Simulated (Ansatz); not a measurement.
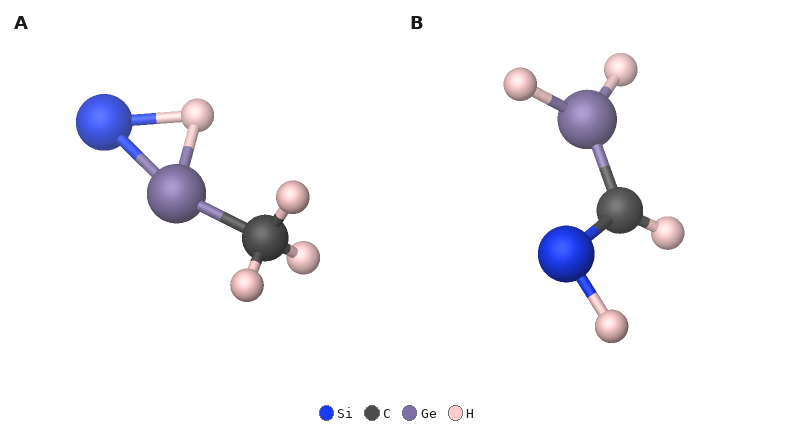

2 stationary structures of one formula. Geometries: PBE0-D4/def2-TZVP. Electronic energies: ωB97M-V/def2-TZVPP (Ansatz 0.2.0), without zero-point energy. No frequency run is at hand to confirm each as a minimum. Each is one conformer, not always the lowest.

**Which is lowest in energy, and by how much?**

A is lowest (Cs); B lies 0.951 eV above it (Cs).
